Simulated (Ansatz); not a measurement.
**Run report: InCl3, molecular dynamics (part 1 of 3)**

- system: InCl3
- method: RKS r2SCAN-D4/def2-SVP (Ansatz 0.2.0)

It belongs to a series of runs on one base structure; here: dynamics from the start.

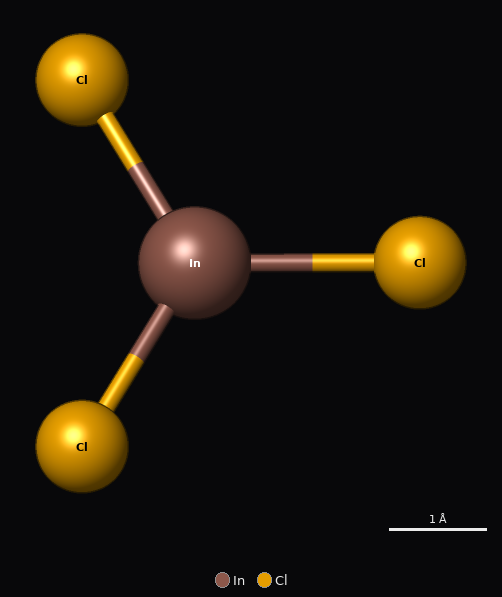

Fig. 1: The structure as given in the input (ball-and-stick view, seen at a tilt). Sticks mark near contacts. Bond lengths as drawn: Cl–In 2.32 Å.

**Input**
```yaml
crystal:
  periodic: [false, false, false]
  atoms:
    - { symbol: In, position_ang: [0.0, 0.0, 0.000365] }
    - { symbol: Cl, position_ang: [0.0, 0.0, 2.325024] }
    - { symbol: Cl, position_ang: [2.012784, 0.0, -1.162695] }
    - { symbol: Cl, position_ang: [-2.012784, 0.0, -1.162695] }
basis:
  gaussian: { orbitals: def2-SVP }
hamiltonian:
  xc: r2scan
  dispersion: d4
md:
  timestep: 2.0
  n_steps: 150
  ensemble: nve
  temperature: 300.0
  initial_velocities: maxwell_boltzmann
  seed: 252799
```

Run on 2 threads of Arm Neoverse V2, 24 GiB of memory available, shared host.

Run as:
```bash
ansatz run input.yaml --threads 2 --pin off --max-ram 3072MiB --backend cpu --events-out ev --progress --plain --runs-dir out
```

**What the program printed**
```
Engine: ansatz 0.2.0, aarch64-unknown-linux-gnu
Functional definition: r2SCAN
  parameter k0 = 0.174
  parameter k1 = 0.065
  parameter a1 = 4.9479
  exchange = r2scan_x(k0 = k0, k1 = k1, a1 = a1)
  correlation = r2scan_c
901 factors; their error is unknown
mean field evaluation 1: about -42732.1989 eV, gradient 2.3e1 eV
mean field evaluation 2: about -42729.3716 eV, gradient 3.9e1 eV
mean field evaluation 4: about -42733.7402 eV, gradient 5.9e-1 eV
mean field evaluation 8: about -42733.6966 eV, gradient 4.6e-3 eV
mean field -42733.69660046 eV, -1570.4343841271 hartree, gradient 8.5e-5 eV, S^2 0.000000; 0 other end points of the search recorded, 0 dependent functions left out
the calculation of the forces begins
reference -42733.69661397 eV, -1570.4343846236 hartree; 36, 36 occupied and 44, 44 virtual orbitals, 901 factors
md step     0: t =     0.00 fs  T =   300.0 K  F+E_penalty+E_count = -42733.72741023 eV  E_kin = 0.077556 eV  conserved = -42733.64985423 eV  (26 SCF iters)
these checks for a lower state are left out or cut short: starts, cluster_reference, orbital_swaps, neighbouring_geometries, increment
901 factors; their error is unknown
mean field evaluation 16: about -42733.7391 eV, gradient 1.1e-3 eV
mean field -42733.69530852 eV, -1570.4343366491 hartree, gradient 5.3e-6 eV, S^2 0.000000; 0 other end points of the search recorded, 0 dependent functions left out
the calculation of the forces begins
reference -42733.69532204 eV, -1570.4343371458 hartree; 36, 36 occupied and 44, 44 virtual orbitals, 901 factors
md step     1: t =     2.00 fs  T =   295.1 K  F+E_penalty+E_count = -42733.72612352 eV  E_kin = 0.076280 eV  conserved = -42733.64984388 eV  (29 SCF iters)
[... from here on the SCF iterations and repeated set-up lines of each step are left out, up to the last step ...]
md step     2: t =     4.00 fs  T =   280.7 K  F+E_penalty+E_count = -42733.72239974 eV  E_kin = 0.072579 eV  conserved = -42733.64982064 eV  (28 SCF iters)
md step     3: t =     6.00 fs  T =   258.4 K  F+E_penalty+E_count = -42733.71659065 eV  E_kin = 0.066803 eV  conserved = -42733.64978761 eV  (29 SCF iters)
md step     4: t =     8.00 fs  T =   230.0 K  F+E_penalty+E_count = -42733.70921396 eV  E_kin = 0.059467 eV  conserved = -42733.64974697 eV  (29 SCF iters)
md step     5: t =    10.00 fs  T =   198.1 K  F+E_penalty+E_count = -42733.70090896 eV  E_kin = 0.051207 eV  conserved = -42733.64970235 eV  (29 SCF iters)
md step     6: t =    12.00 fs  T =   165.3 K  F+E_penalty+E_count = -42733.69237916 eV  E_kin = 0.042721 eV  conserved = -42733.64965770 eV  (29 SCF iters)
md step     7: t =    14.00 fs  T =   134.3 K  F+E_penalty+E_count = -42733.68433148 eV  E_kin = 0.034715 eV  conserved = -42733.64961667 eV  (29 SCF iters)
md step     8: t =    16.00 fs  T =   107.7 K  F+E_penalty+E_count = -42733.67741790 eV  E_kin = 0.027836 eV  conserved = -42733.64958231 eV  (29 SCF iters)
md step     9: t =    18.00 fs  T =    87.5 K  F+E_penalty+E_count = -42733.67218428 eV  E_kin = 0.022627 eV  conserved = -42733.64955739 eV  (30 SCF iters)
md step    10: t =    20.00 fs  T =    75.4 K  F+E_penalty+E_count = -42733.66902693 eV  E_kin = 0.019483 eV  conserved = -42733.64954382 eV  (30 SCF iters)
md step    11: t =    22.00 fs  T =    72.0 K  F+E_penalty+E_count = -42733.66816167 eV  E_kin = 0.018619 eV  conserved = -42733.64954263 eV  (30 SCF iters)
md step    12: t =    24.00 fs  T =    77.6 K  F+E_penalty+E_count = -42733.66960785 eV  E_kin = 0.020054 eV  conserved = -42733.64955375 eV  (30 SCF iters)
md step    13: t =    26.00 fs  T =    91.3 K  F+E_penalty+E_count = -42733.67318891 eV  E_kin = 0.023613 eV  conserved = -42733.64957613 eV  (29 SCF iters)
md step    14: t =    28.00 fs  T =   111.9 K  F+E_penalty+E_count = -42733.67854895 eV  E_kin = 0.028941 eV  conserved = -42733.64960785 eV  (28 SCF iters)
md step    15: t =    30.00 fs  T =   137.5 K  F+E_penalty+E_count = -42733.68518360 eV  E_kin = 0.035537 eV  conserved = -42733.64964628 eV  (29 SCF iters)
md step    16: t =    32.00 fs  T =   165.5 K  F+E_penalty+E_count = -42733.69248177 eV  E_kin = 0.042793 eV  conserved = -42733.64968827 eV  (28 SCF iters)
md step    17: t =    34.00 fs  T =   193.6 K  F+E_penalty+E_count = -42733.69977529 eV  E_kin = 0.050045 eV  conserved = -42733.64973072 eV  (28 SCF iters)
md step    18: t =    36.00 fs  T =   219.0 K  F+E_penalty+E_count = -42733.70639086 eV  E_kin = 0.056620 eV  conserved = -42733.64977036 eV  (27 SCF iters)
md step    19: t =    38.00 fs  T =   239.4 K  F+E_penalty+E_count = -42733.71170255 eV  E_kin = 0.061899 eV  conserved = -42733.64980398 eV  (29 SCF iters)
md step    20: t =    40.00 fs  T =   252.8 K  F+E_penalty+E_count = -42733.71518298 eV  E_kin = 0.065354 eV  conserved = -42733.64982904 eV  (29 SCF iters)
md step    21: t =    42.00 fs  T =   257.6 K  F+E_penalty+E_count = -42733.71644742 eV  E_kin = 0.066605 eV  conserved = -42733.64984277 eV  (28 SCF iters)
md step    22: t =    44.00 fs  T =   253.2 K  F+E_penalty+E_count = -42733.71529104 eV  E_kin = 0.065447 eV  conserved = -42733.64984363 eV  (28 SCF iters)
md step    23: t =    46.00 fs  T =   239.4 K  F+E_penalty+E_count = -42733.71171270 eV  E_kin = 0.061882 eV  conserved = -42733.64983086 eV  (28 SCF iters)
md step    24: t =    48.00 fs  T =   217.1 K  F+E_penalty+E_count = -42733.70592455 eV  E_kin = 0.056119 eV  conserved = -42733.64980568 eV  (28 SCF iters)
md step    25: t =    50.00 fs  T =   187.9 K  F+E_penalty+E_count = -42733.69834182 eV  E_kin = 0.048573 eV  conserved = -42733.64976918 eV  (29 SCF iters)
md step    26: t =    52.00 fs  T =   154.1 K  F+E_penalty+E_count = -42733.68955946 eV  E_kin = 0.039835 eV  conserved = -42733.64972415 eV  (28 SCF iters)
md step    27: t =    54.00 fs  T =   118.5 K  F+E_penalty+E_count = -42733.68030607 eV  E_kin = 0.030632 eV  conserved = -42733.64967443 eV  (28 SCF iters)
md step    28: t =    56.00 fs  T =    84.2 K  F+E_penalty+E_count = -42733.67138080 eV  E_kin = 0.021756 eV  conserved = -42733.64962475 eV  (30 SCF iters)
md step    29: t =    58.00 fs  T =    54.1 K  F+E_penalty+E_count = -42733.66357849 eV  E_kin = 0.013998 eV  conserved = -42733.64958031 eV  (30 SCF iters)
md step    30: t =    60.00 fs  T =    31.2 K  F+E_penalty+E_count = -42733.65760762 eV  E_kin = 0.008061 eV  conserved = -42733.64954618 eV  (28 SCF iters)
md step    31: t =    62.00 fs  T =    17.3 K  F+E_penalty+E_count = -42733.65401104 eV  E_kin = 0.004485 eV  conserved = -42733.64952644 eV  (30 SCF iters)
md step    32: t =    64.00 fs  T =    13.8 K  F+E_penalty+E_count = -42733.65310222 eV  E_kin = 0.003579 eV  conserved = -42733.64952355 eV  (19 SCF iters)
md step    33: t =    66.00 fs  T =    20.8 K  F+E_penalty+E_count = -42733.65492709 eV  E_kin = 0.005389 eV  conserved = -42733.64953792 eV  (23 SCF iters)
md step    34: t =    68.00 fs  T =    37.5 K  F+E_penalty+E_count = -42733.65925761 eV  E_kin = 0.009690 eV  conserved = -42733.64956785 eV  (30 SCF iters)
md step    35: t =    70.00 fs  T =    61.9 K  F+E_penalty+E_count = -42733.66561826 eV  E_kin = 0.016008 eV  conserved = -42733.64960980 eV  (30 SCF iters)
md step    36: t =    72.00 fs  T =    91.6 K  F+E_penalty+E_count = -42733.67334136 eV  E_kin = 0.023682 eV  conserved = -42733.64965893 eV  (29 SCF iters)
md step    37: t =    74.00 fs  T =   123.5 K  F+E_penalty+E_count = -42733.68164273 eV  E_kin = 0.031933 eV  conserved = -42733.64970993 eV  (28 SCF iters)
md step    38: t =    76.00 fs  T =   154.5 K  F+E_penalty+E_count = -42733.68970538 eV  E_kin = 0.039948 eV  conserved = -42733.64975765 eV  (27 SCF iters)
md step    39: t =    78.00 fs  T =   181.7 K  F+E_penalty+E_count = -42733.69676018 eV  E_kin = 0.046962 eV  conserved = -42733.64979795 eV  (28 SCF iters)
md step    40: t =    80.00 fs  T =   202.4 K  F+E_penalty+E_count = -42733.70215457 eV  E_kin = 0.052327 eV  conserved = -42733.64982755 eV  (29 SCF iters)
md step    41: t =    82.00 fs  T =   214.9 K  F+E_penalty+E_count = -42733.70540724 eV  E_kin = 0.055563 eV  conserved = -42733.64984434 eV  (29 SCF iters)
md step    42: t =    84.00 fs  T =   218.2 K  F+E_penalty+E_count = -42733.70624392 eV  E_kin = 0.056397 eV  conserved = -42733.64984681 eV  (28 SCF iters)
md step    43: t =    86.00 fs  T =   211.9 K  F+E_penalty+E_count = -42733.70461518 eV  E_kin = 0.054780 eV  conserved = -42733.64983526 eV  (29 SCF iters)
md step    44: t =    88.00 fs  T =   196.8 K  F+E_penalty+E_count = -42733.70069185 eV  E_kin = 0.050881 eV  conserved = -42733.64981107 eV  (29 SCF iters)
md step    45: t =    90.00 fs  T =   174.3 K  F+E_penalty+E_count = -42733.69484325 eV  E_kin = 0.045066 eV  conserved = -42733.64977754 eV  (28 SCF iters)
md step    46: t =    92.00 fs  T =   146.5 K  F+E_penalty+E_count = -42733.68759735 eV  E_kin = 0.037860 eV  conserved = -42733.64973697 eV  (29 SCF iters)
md step    47: t =    94.00 fs  T =   115.7 K  F+E_penalty+E_count = -42733.67959648 eV  E_kin = 0.029904 eV  conserved = -42733.64969262 eV  (29 SCF iters)
md step    48: t =    96.00 fs  T =    84.7 K  F+E_penalty+E_count = -42733.67154478 eV  E_kin = 0.021897 eV  conserved = -42733.64964811 eV  (29 SCF iters)
md step    49: t =    98.00 fs  T =    56.3 K  F+E_penalty+E_count = -42733.66415115 eV  E_kin = 0.014544 eV  conserved = -42733.64960689 eV  (29 SCF iters)
md step    50: t =   100.00 fs  T =    32.9 K  F+E_penalty+E_count = -42733.65807149 eV  E_kin = 0.008499 eV  conserved = -42733.64957245 eV  (30 SCF iters)
md step    51: t =   102.00 fs  T =    16.7 K  F+E_penalty+E_count = -42733.65385388 eV  E_kin = 0.004306 eV  conserved = -42733.64954770 eV  (30 SCF iters)
md step    52: t =   104.00 fs  T =     9.1 K  F+E_penalty+E_count = -42733.65189212 eV  E_kin = 0.002357 eV  conserved = -42733.64953478 eV  (23 SCF iters)
md step    53: t =   106.00 fs  T =    11.1 K  F+E_penalty+E_count = -42733.65239176 eV  E_kin = 0.002857 eV  conserved = -42733.64953485 eV  (19 SCF iters)
md step    54: t =   108.00 fs  T =    22.4 K  F+E_penalty+E_count = -42733.65535166 eV  E_kin = 0.005804 eV  conserved = -42733.64954796 eV  (23 SCF iters)
md step    55: t =   110.00 fs  T =    42.5 K  F+E_penalty+E_count = -42733.66056329 eV  E_kin = 0.010990 eV  conserved = -42733.64957304 eV  (30 SCF iters)
md step    56: t =   112.00 fs  T =    69.7 K  F+E_penalty+E_count = -42733.66762775 eV  E_kin = 0.018020 eV  conserved = -42733.64960800 eV  (30 SCF iters)
md step    57: t =   114.00 fs  T =   101.9 K  F+E_penalty+E_count = -42733.67598895 eV  E_kin = 0.026339 eV  conserved = -42733.64964987 eV  (30 SCF iters)
md step    58: t =   116.00 fs  T =   136.5 K  F+E_penalty+E_count = -42733.68498014 eV  E_kin = 0.035285 eV  conserved = -42733.64969537 eV  (27 SCF iters)
md step    59: t =   118.00 fs  T =   170.7 K  F+E_penalty+E_count = -42733.69387863 eV  E_kin = 0.044138 eV  conserved = -42733.64974074 eV  (28 SCF iters)
md step    60: t =   120.00 fs  T =   201.9 K  F+E_penalty+E_count = -42733.70196561 eV  E_kin = 0.052183 eV  conserved = -42733.64978227 eV  (29 SCF iters)
md step    61: t =   122.00 fs  T =   227.3 K  F+E_penalty+E_count = -42733.70858491 eV  E_kin = 0.058768 eV  conserved = -42733.64981645 eV  (29 SCF iters)
md step    62: t =   124.00 fs  T =   245.1 K  F+E_penalty+E_count = -42733.71319868 eV  E_kin = 0.063358 eV  conserved = -42733.64984099 eV  (28 SCF iters)
md step    63: t =   126.00 fs  T =   253.7 K  F+E_penalty+E_count = -42733.71543370 eV  E_kin = 0.065581 eV  conserved = -42733.64985226 eV  (27 SCF iters)
md step    64: t =   128.00 fs  T =   252.5 K  F+E_penalty+E_count = -42733.71512333 eV  E_kin = 0.065275 eV  conserved = -42733.64984878 eV  (28 SCF iters)
md step    65: t =   130.00 fs  T =   241.8 K  F+E_penalty+E_count = -42733.71232920 eV  E_kin = 0.062498 eV  conserved = -42733.64983129 eV  (28 SCF iters)
md step    66: t =   132.00 fs  T =   222.6 K  F+E_penalty+E_count = -42733.70733983 eV  E_kin = 0.057539 eV  conserved = -42733.64980065 eV  (29 SCF iters)
md step    67: t =   134.00 fs  T =   196.9 K  F+E_penalty+E_count = -42733.70065327 eV  E_kin = 0.050894 eV  conserved = -42733.64975919 eV  (28 SCF iters)
md step    68: t =   136.00 fs  T =   167.2 K  F+E_penalty+E_count = -42733.69293910 eV  E_kin = 0.043229 eV  conserved = -42733.64971059 eV  (29 SCF iters)
md step    69: t =   138.00 fs  T =   136.6 K  F+E_penalty+E_count = -42733.68498121 eV  E_kin = 0.035322 eV  conserved = -42733.64965890 eV  (29 SCF iters)
md step    70: t =   140.00 fs  T =   108.3 K  F+E_penalty+E_count = -42733.67760620 eV  E_kin = 0.027996 eV  conserved = -42733.64960973 eV  (28 SCF iters)
md step    71: t =   142.00 fs  T =    85.2 K  F+E_penalty+E_count = -42733.67159731 eV  E_kin = 0.022029 eV  conserved = -42733.64956859 eV  (28 SCF iters)
md step    72: t =   144.00 fs  T =    69.9 K  F+E_penalty+E_count = -42733.66760846 eV  E_kin = 0.018068 eV  conserved = -42733.64954025 eV  (29 SCF iters)
md step    73: t =   146.00 fs  T =    64.1 K  F+E_penalty+E_count = -42733.66608963 eV  E_kin = 0.016562 eV  conserved = -42733.64952800 eV  (29 SCF iters)
md step    74: t =   148.00 fs  T =    68.5 K  F+E_penalty+E_count = -42733.66723561 eV  E_kin = 0.017702 eV  conserved = -42733.64953312 eV  (22 SCF iters)
md step    75: t =   150.00 fs  T =    82.8 K  F+E_penalty+E_count = -42733.67096543 eV  E_kin = 0.021411 eV  conserved = -42733.64955479 eV  (30 SCF iters)
md step    76: t =   152.00 fs  T =   105.8 K  F+E_penalty+E_count = -42733.67693536 eV  E_kin = 0.027345 eV  conserved = -42733.64959014 eV  (29 SCF iters)
md step    77: t =   154.00 fs  T =   135.2 K  F+E_penalty+E_count = -42733.68458301 eV  E_kin = 0.034948 eV  conserved = -42733.64963483 eV  (29 SCF iters)
md step    78: t =   156.00 fs  T =   168.3 K  F+E_penalty+E_count = -42733.69319504 eV  E_kin = 0.043511 eV  conserved = -42733.64968377 eV  (27 SCF iters)
md step    79: t =   158.00 fs  T =   202.1 K  F+E_penalty+E_count = -42733.70198699 eV  E_kin = 0.052255 eV  conserved = -42733.64973186 eV  (28 SCF iters)
md step    80: t =   160.00 fs  T =   233.7 K  F+E_penalty+E_count = -42733.71018401 eV  E_kin = 0.060409 eV  conserved = -42733.64977462 eV  (29 SCF iters)
md step    81: t =   162.00 fs  T =   260.3 K  F+E_penalty+E_count = -42733.71709247 eV  E_kin = 0.067284 eV  conserved = -42733.64980833 eV  (28 SCF iters)
md step    82: t =   164.00 fs  T =   279.8 K  F+E_penalty+E_count = -42733.72215787 eV  E_kin = 0.072327 eV  conserved = -42733.64983122 eV  (28 SCF iters)
md step    83: t =   166.00 fs  T =   290.7 K  F+E_penalty+E_count = -42733.72500325 eV  E_kin = 0.075162 eV  conserved = -42733.64984116 eV  (29 SCF iters)
md step    84: t =   168.00 fs  T =   292.5 K  F+E_penalty+E_count = -42733.72545352 eV  E_kin = 0.075615 eV  conserved = -42733.64983855 eV  (28 SCF iters)
md step    85: t =   170.00 fs  T =   285.1 K  F+E_penalty+E_count = -42733.72353389 eV  E_kin = 0.073709 eV  conserved = -42733.64982443 eV  (29 SCF iters)
md step    86: t =   172.00 fs  T =   269.4 K  F+E_penalty+E_count = -42733.71945592 eV  E_kin = 0.069656 eV  conserved = -42733.64980030 eV  (29 SCF iters)
md step    87: t =   174.00 fs  T =   246.9 K  F+E_penalty+E_count = -42733.71359322 eV  E_kin = 0.063826 eV  conserved = -42733.64976767 eV  (29 SCF iters)
md step    88: t =   176.00 fs  T =   219.4 K  F+E_penalty+E_count = -42733.70645143 eV  E_kin = 0.056722 eV  conserved = -42733.64972990 eV  (29 SCF iters)
md step    89: t =   178.00 fs  T =   189.3 K  F+E_penalty+E_count = -42733.69862647 eV  E_kin = 0.048937 eV  conserved = -42733.64968947 eV  (28 SCF iters)
md step    90: t =   180.00 fs  T =   159.0 K  F+E_penalty+E_count = -42733.69075951 eV  E_kin = 0.041110 eV  conserved = -42733.64964937 eV  (29 SCF iters)
md step    91: t =   182.00 fs  T =   131.0 K  F+E_penalty+E_count = -42733.68348692 eV  E_kin = 0.033874 eV  conserved = -42733.64961268 eV  (28 SCF iters)
md step    92: t =   184.00 fs  T =   107.6 K  F+E_penalty+E_count = -42733.67739208 eV  E_kin = 0.027810 eV  conserved = -42733.64958208 eV  (29 SCF iters)
```
